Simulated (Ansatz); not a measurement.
# doublet [InSiH5]+: levels of theory compared

We compute a comparison of 6 runs (UHF/def2-TZVP, U-revPBE/def2-TZVP, U-wB97M-V/def2-TZVP, UCAM-B3LYP/def2-TZVP, UPBE0/def2-TZVP, RPA@PBE/def2-TZVP) of doublet [InSiH5]+. 

Program for the calculation: Ansatz 0.2.0.

37 further runs of the same task are left out: 37 set aside as unsound or not needed.

**1. The structure to begin with**

[InSiH5]+ has 7 atoms, charge +1, and is taken as a doublet. As SMILES of the parent species, `[SiH3][InH2]`. The coordinates come from a PBE0-D4/def2-TZVP relaxation. That shape belongs to the parent species and isn't relaxed for this state.

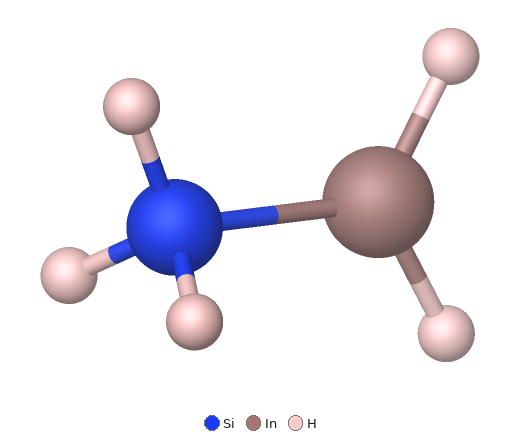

Viewed from a chosen angle; silicon blue, indium brown, hydrogen pink.

**2. The energy at UHF/def2-TZVP (core potential) (run 1)**

Input file input.yaml:

```yaml
basis:
  gaussian: {orbitals: def2-TZVP}
crystal:
  periodic: [false, false, false]
  atoms:
    - {symbol: Si, position_ang: [-0.667100, -0.641500, -0.642100]}
    - {symbol: In, position_ang: [0.830800, 0.837600, 0.840500]}
    - {symbol: H, position_ang: [-2.119900, -0.371100, -0.463600]}
    - {symbol: H, position_ang: [-0.432000, -2.083300, -0.345900]}
    - {symbol: H, position_ang: [-0.338000, -0.425500, -2.080000]}
    - {symbol: H, position_ang: [0.179100, 2.062100, 1.872000]}
    - {symbol: H, position_ang: [2.547100, 0.621800, 0.819100]}
total_charge: 1
magnetization: {spin_polarized: true, initial_magnetization: 1}
hamiltonian: {xc: hf}
accuracy: high
output: {orbitals: {seedname: orbitals}}
```

Command:

```console
ansatz run input.yaml --threads 1 --pin off --max-ram 3480MiB --events-out events.jsonl --progress --plain --runs-dir runs
```

What it wrote:

```text
Warning: RAYON_NUM_THREADS=1 ignored (pool sized by the plan → 1); use --threads N
Functional definition: HF
  name "HF"
  exchange = exact_x
  correlation = 0
2299 factors; integrals over basis functions are off by at most 3.6e-9 eV
mean field evaluation 1: about -13079.5449 eV, gradient 9.9e0 eV
mean field evaluation 2: about -13079.5543 eV, gradient 9.9e0 eV
mean field evaluation 4: about -13080.7955 eV, gradient 1.6e0 eV
mean field evaluation 8: about -13080.8299 eV, gradient 2.0e-3 eV
mean field evaluation 16: about -13080.3504 eV, gradient 3.3e0 eV
mean field evaluation 32: about -13078.9095 eV, gradient 7.2e0 eV
mean field evaluation 64: about -13079.8116 eV, gradient 9.6e-3 eV
mean field -13080.82990382 eV, -480.7116324606 hartree, gradient 4.8e-8 eV, S^2 0.766457; 0 other end points of the search recorded, 0 dependent functions left out
reference -13080.82990382 eV, -480.7116324606 hartree; 20, 19 occupied and 97, 98 virtual orbitals, 2299 factors
Total energy: -13080.82990382 eV, -480.7116324606 hartree
```

Wall time 11 s (1 thread of Arm Neoverse V2, shared host); peak memory 0.42 GiB.

**3. A single-point energy at U-revPBE/def2-TZVP (core potential) (run 2)**

Input file in.yaml:

```yaml
crystal:
  periodic: [false, false, false]
  atoms:
    - symbol: Si
      position_ang: [-0.667100, -0.641500, -0.642100]
    - symbol: In
      position_ang: [0.830800, 0.837600, 0.840500]
    - symbol: H
      position_ang: [-2.119900, -0.371100, -0.463600]
    - symbol: H
      position_ang: [-0.432000, -2.083300, -0.345900]
    - symbol: H
      position_ang: [-0.338000, -0.425500, -2.080000]
    - symbol: H
      position_ang: [0.179100, 2.062100, 1.872000]
    - symbol: H
      position_ang: [2.547100, 0.621800, 0.819100]
basis:
  gaussian:
    orbitals: def2-TZVP
output:
  orbitals: {seedname: orbitals}
hamiltonian:
  xc: {name: revPBE}
magnetization:
  spin_polarized: true
  initial_magnetization: 1
total_charge: 1
accuracy: high
```

Command:

```console
ansatz run in.yaml --threads 1 --pin off --max-ram 3480MiB --events-out events.jsonl --progress --plain --runs-dir runs
```

What it wrote:

```text
Warning: RAYON_NUM_THREADS=1 ignored (pool sized by the plan → 1); use --threads N
Functional definition: revPBE
  name "revPBE"
  parameter kappa = 1.245
  parameter beta = 0.06672455060314922
  exchange = pbe_x(kappa = kappa, mu = beta*pi^2/3)
  correlation = pbe_c(beta = beta)
2299 factors; integrals over basis functions are off by at most 3.6e-9 eV
mean field evaluation 1: about -13118.0824 eV, gradient 2.2e1 eV
mean field evaluation 2: about -13079.3324 eV, gradient 6.4e1 eV
mean field evaluation 4: about -13122.7457 eV, gradient 5.6e0 eV
mean field evaluation 8: about -13122.9857 eV, gradient 2.3e-1 eV
mean field evaluation 16: about -13122.9807 eV, gradient 9.4e-4 eV
mean field evaluation 32: about -13122.9099 eV, gradient 2.8e0 eV
mean field -13122.98070217 eV, -482.2606457289 hartree, gradient 4.4e-8 eV, S^2 0.753133; 3 other end points of the search recorded, 0 dependent functions left out
reference -13122.98070843 eV, -482.2606459589 hartree; 20, 19 occupied and 97, 98 virtual orbitals, 2299 factors
Total energy: -13122.98070843 eV, -482.2606459589 hartree
```

Run time: 15 s. Hardware: 1 thread of Arm Neoverse V2, shared host; peak memory 0.39 GiB.

Runs 3 to 4 aren't shown in full; the table further down has their settings and results.

**4. The energy at UPBE0/def2-TZVP (core potential) (run 5)**

Changes to input.yaml since step 2:

```diff
@@ -1,3 +1 @@
-basis:
-  gaussian: {orbitals: def2-TZVP}
 crystal:
@@ -12,5 +10,11 @@
     - {symbol: H, position_ang: [2.547100, 0.621800, 0.819100]}
+basis:
+  gaussian:
+    orbitals: def2-TZVP
 total_charge: 1
-magnetization: {spin_polarized: true, initial_magnetization: 1}
-hamiltonian: {xc: hf}
+magnetization:
+  spin_polarized: true
+  initial_magnetization: 1
+hamiltonian:
+  xc: {name: PBE0}
 accuracy: high
```

Command:

```console
ansatz run input.yaml --threads 1 --pin off --max-ram 3480MiB --events-out events.jsonl --progress --plain --runs-dir runs
```

What it wrote:

```text
Warning: RAYON_NUM_THREADS=1 ignored (pool sized by the plan → 1); use --threads N
Functional definition: PBE0
  name "PBE0"
  parameter a = 0.25
  parameter kappa = 0.804
[... 1 set-up line as earlier in the session ...]
  exchange = (1 - a)*pbe_x(kappa = kappa, mu = beta*pi^2/3) + a*exact_x
[... 1 set-up line as earlier in the session ...]
2299 factors; integrals over basis functions are off by at most 3.6e-9 eV
mean field evaluation 1: about -13115.6602 eV, gradient 1.9e1 eV
mean field evaluation 2: about -13108.1055 eV, gradient 3.2e1 eV
mean field evaluation 4: about -13118.6314 eV, gradient 2.0e0 eV
mean field evaluation 8: about -13118.9143 eV, gradient 3.1e0 eV
mean field evaluation 16: about -13119.5405 eV, gradient 1.7e-1 eV
mean field evaluation 32: about -13119.4987 eV, gradient 1.9e0 eV
mean field -13119.54118768 eV, -482.1342459027 hartree, gradient 1.2e-8 eV, S^2 0.755298; 2 other end points of the search recorded, 0 dependent functions left out
reference -13119.54119125 eV, -482.1342460341 hartree; 20, 19 occupied and 97, 98 virtual orbitals, 2299 factors
Total energy: -13119.54119125 eV, -482.1342460341 hartree
```

Wall time 24 s (1 thread of Arm Neoverse V2, shared host); peak memory 0.53 GiB.

**5. The energy at RPA@PBE/def2-TZVP (core potential) (run 6)**

Input file job.yaml:

```yaml
crystal:
  periodic: [false, false, false]
  atoms:
    - {symbol: Si, position_ang: [-0.667100, -0.641500, -0.642100]}
    - {symbol: In, position_ang: [0.830800, 0.837600, 0.840500]}
    - {symbol: H, position_ang: [-2.119900, -0.371100, -0.463600]}
    - {symbol: H, position_ang: [-0.432000, -2.083300, -0.345900]}
    - {symbol: H, position_ang: [-0.338000, -0.425500, -2.080000]}
    - {symbol: H, position_ang: [0.179100, 2.062100, 1.872000]}
    - {symbol: H, position_ang: [2.547100, 0.621800, 0.819100]}
basis:
  gaussian:
    orbitals: def2-TZVP
total_charge: 1
magnetization:
  spin_polarized: true
  initial_magnetization: 1
hamiltonian:
  xc: pbe
correlation:
  method: rpa
  frozen_orbitals: {H: 0, In: 4, Si: 5}
accuracy: high
```

Command:

```console
ansatz run job.yaml --threads 1 --pin off --max-ram 3480MiB --events-out events.jsonl --progress --plain --runs-dir runs
```

What it wrote, shortened:

```text
Warning: RAYON_NUM_THREADS=1 ignored (pool sized by the plan → 1); use --threads N
Functional definition: PBE
  name "PBE"
[...]
2299 factors; integrals over basis functions are off by at most 3.6e-9 eV
[...]
mean field -13118.74252399 eV, -482.1048955535 hartree, gradient 7.3e-8 eV, S^2 0.752787; 7 other end points of the search recorded, 0 dependent functions left out
9 core orbitals not correlated: weight in the atoms' cores, before any rotation towards them, 1.000 or more for the frozen orbitals, at most 0.000 for the correlated occupied ones
reference -13079.60948352 eV, -480.6667828418 hartree; 11, 10 occupied and 97, 98 virtual orbitals, 2299 factors
Total energy: -13097.84896551 eV, -481.3370714417 hartree
```

It took 37 s on 1 thread of Arm Neoverse V2, shared host; peak memory 0.68 GiB.

**6. The series**

```csv
run,level,frozen core orbitals,energy (Eh),HOMO energy (eV),LUMO energy (eV),⟨S²⟩,wall time
1,UHF/def2-TZVP (core potential),–,-480.711632,-15.94,-7.78,0.766,11 s
2,U-revPBE/def2-TZVP (core potential),–,-482.260646,-12.48,-11.93,0.753,15 s
3,U-wB97M-V/def2-TZVP (core potential),–,-482.162061,-15.66,-9.61,0.754,3 min
4,UCAM-B3LYP/def2-TZVP (core potential),–,-482.239284,-14.80,-10.34,0.757,29 s
5,UPBE0/def2-TZVP (core potential),–,-482.134246,-13.52,-11.29,0.755,24 s
6,RPA@PBE/def2-TZVP (core potential),9,-481.337071,–,–,0.753,37 s
```

**7. Results**

| quantity | value |
| --- | --- |
| run 6: total energy | -481.33707 Eh |
| run 6: RPA correlation energy (valence) | -670.3 mEh |
| run 6: ⟨S²⟩ of the reference determinant | 0.753 |

**Reading.** Totals of different functionals can't be ranked against each other. All runs together took 4.9 min, the longest 3 min.
